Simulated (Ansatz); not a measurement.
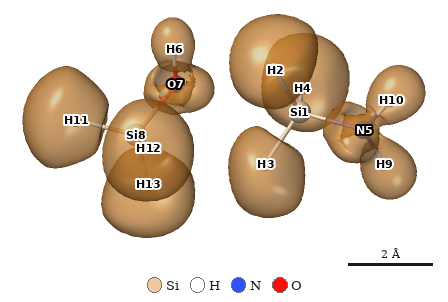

H₅NSi···H₄OSi. Isosurface of the ELF at 0.8 (orange), seen across its widest extent. Only the valence region is drawn (cores and ρ < 0.01 e/Å³ removed).

The reactant side of a reaction path; geometry: PBE0-D4/def2-TZVP.

All numbers below come from RKS PBE0-D4/def2-TZVPP (Ansatz 0.2.0).

```tsv
atom	x (Å)	y (Å)	z (Å)
Si	-0.4997	0.8040	1.0397
H	0.6574	0.0351	1.5687
H	-0.3335	1.0982	-0.4064
H	-1.7248	-0.0274	1.2135
N	-0.5095	2.3204	1.8605
H	0.4417	-2.3245	0.0934
O	-0.0543	-1.8523	-0.5766
Si	0.7308	-1.4563	-1.9742
H	-1.1044	3.0605	1.5234
H	-0.4573	2.3419	2.8665
H	1.2186	-2.6744	-2.6781
H	1.8992	-0.5721	-1.7166
H	-0.2645	-0.7530	-2.8139
```

Question: Where are the electrons localised?

Answer: The surface consists of six regions around hydrogen nuclei, one joined region spread over several atoms (H, N), in which their bonds and any lone pairs are merged and one joined region spread over several atoms (H, O), in which their bonds and any lone pairs are merged.

Values along the shortest contacts:
Si1···O7 (3.14 Å): the ELF dips to about 0 between them. Si–O (1.65 Å): the ELF peaks at about 0.90 between the atoms, as expected for a shared but strongly polarised pair.
